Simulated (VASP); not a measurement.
Band structure of Ir (space group Fm-3m). Level of theory: PBE GGA, VASP's PBE PAW potentials (set 64) (plane waves; VASP).

Unless said otherwise, spin-orbit coupling is left out, though it shifts the bands of the heavy elements here.

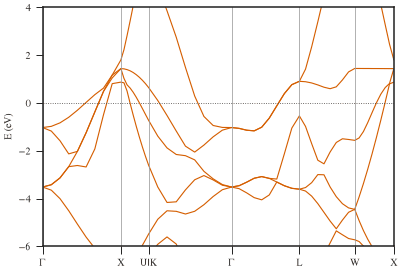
Bands along high-symmetry lines, zero at the valence-band maximum or, without a gap, the Fermi level

Read the plot: is there a gap, and where are the band edges?

It has no gap at this level: it comes out as a metal or semimetal.

The structure comes from a computed database's Ir entry; how it stands against other phases isn't given here. The cell was not relaxed at this level.
